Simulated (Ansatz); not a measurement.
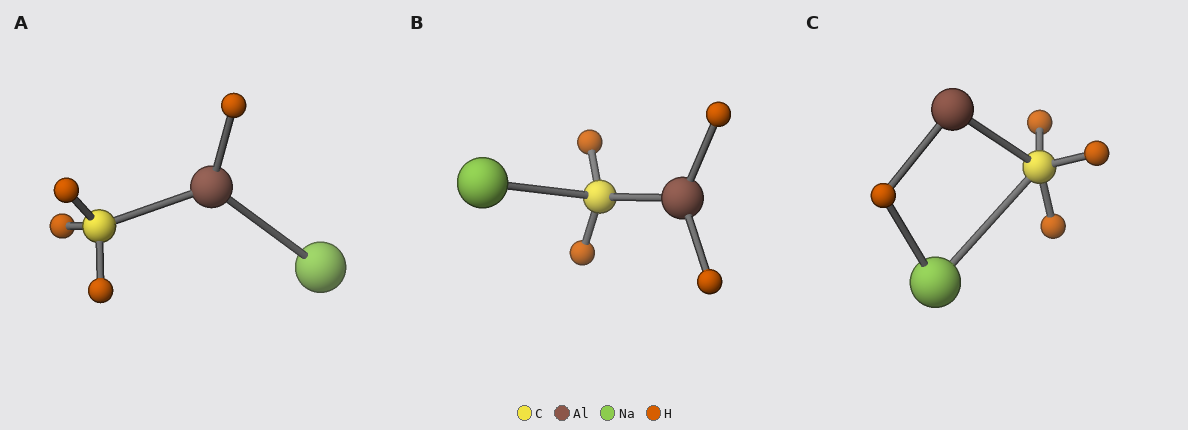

3 stationary structures of one formula. Geometries: PBE-D4/def2-SVP. Electronic energies: PBE-D4/def2-SVP (Ansatz 0.2.0), without zero-point energy. No frequency run is at hand to confirm each as a minimum. Each is one conformer, not always the lowest.

Which is lowest in energy, and by how much?

Answer. A is lowest; B lies 0.266 eV above it, C lies 0.547 eV above it.
